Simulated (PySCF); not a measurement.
C3H7N (SMILES CC(C)=N)

```json
{"atom": "C", "x (Å)": "1.3000", "y (Å)": "-0.5317", "z (Å)": "-0.1024"}
{"atom": "C", "x (Å)": "0.1385", "y (Å)": "0.4084", "z (Å)": "0.0511"}
{"atom": "C", "x (Å)": "-1.2275", "y (Å)": "-0.2255", "z (Å)": "0.0119"}
{"atom": "N", "x (Å)": "0.3657", "y (Å)": "1.6508", "z (Å)": "0.2021"}
{"atom": "H", "x (Å)": "1.2349", "y (Å)": "-1.0821", "z (Å)": "-1.0552"}
{"atom": "H", "x (Å)": "1.3002", "y (Å)": "-1.2855", "z (Å)": "0.7019"}
{"atom": "H", "x (Å)": "2.2403", "y (Å)": "0.0324", "z (Å)": "-0.0711"}
{"atom": "H", "x (Å)": "-2.0253", "y (Å)": "0.5209", "z (Å)": "0.1344"}
{"atom": "H", "x (Å)": "-1.3824", "y (Å)": "-0.7531", "z (Å)": "-0.9434"}
{"atom": "H", "x (Å)": "-1.3268", "y (Å)": "-0.9816", "z (Å)": "0.8079"}
{"atom": "H", "x (Å)": "-0.5195", "y (Å)": "2.1615", "z (Å)": "0.2937"}
```

Geometry: PBE0-D3(BJ)/def2-SVP.

These are results of PBE0/pcSseg-1, SCF density, gas phase, non-relativistic in PySCF 2.14.0, not measurements.

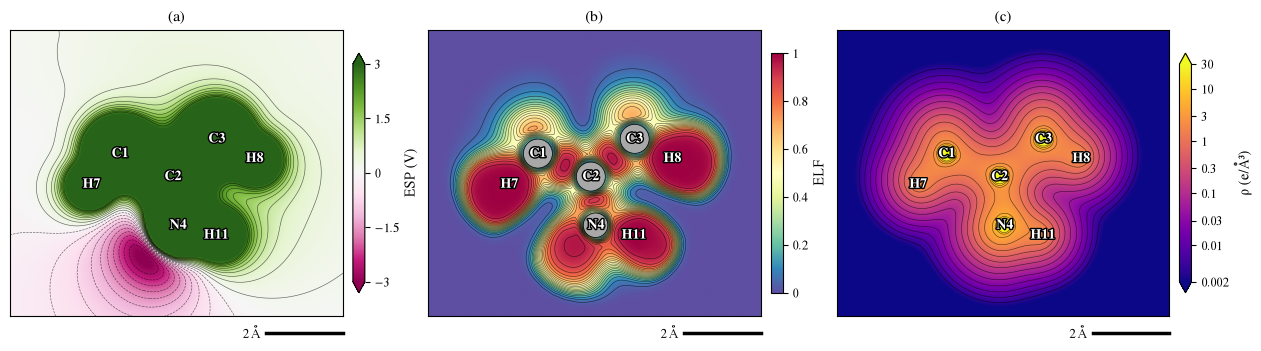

Figure 1. (a) electrostatic potential; (b) ELF; (c) total electron density on the plane of atoms C2, C3 and H8. Grey discs cover the atomic cores in the ELF map.

> Interpret the plot.

- The section cuts through C, N and H sites.
- C–N (1.27 Å): ρ is about 2.8 e/Å³ halfway; the ELF peaks at about 0.90 between the atoms: localised, covalent bonding.
- C–C (1.50 Å): ρ at the midpoint is about 1.7 e/Å³; the ELF peaks at about 0.95 between the atoms, as expected for localised, covalent bonding.
- N–H (1.03 Å): ρ at the midpoint is about 2.8 e/Å³; the ELF climbs to about 1 towards the hydrogen, as it does in any bond to H (a covalent bond by its length).
- C–H (1.10 Å): ρ at the midpoint is about 2 e/Å³; the ELF climbs to about 1 towards the hydrogen; an ordinary covalent bond to hydrogen.
- The ELF also peaks beside N4, away from the bonds: lone-pair regions.
- Outside the dense part of the molecule the potential is most negative (−3.1 V) near N4.

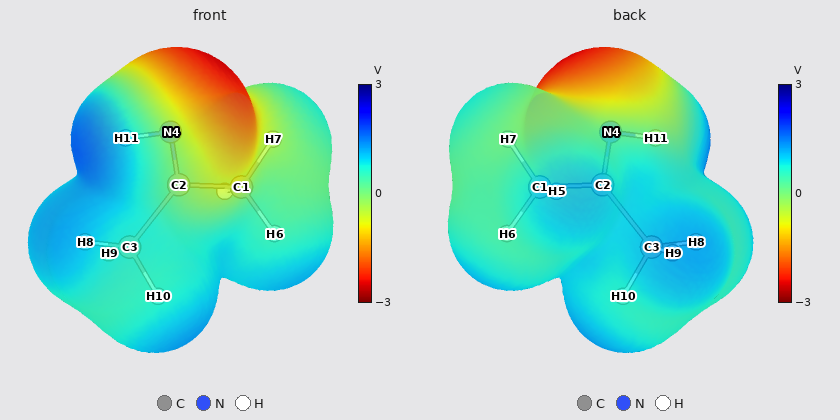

Figure 2. The molecular electrostatic potential painted on the density surface at 0.004 e/bohr³, seen from the front and from behind; red is negative and blue positive.

> Which sites attract a positive test charge, and which a negative one?

A positive charge is drawn to the negative regions and a negative charge to the positive ones. The most negative region (about −2.5 V) lies over N4, the most positive (about +1.7 V) over H11. N4 is the likeliest acceptor of a hydrogen bond.

> What dipole moment does the calculation give?

Its dipole moment is 2.47 D.
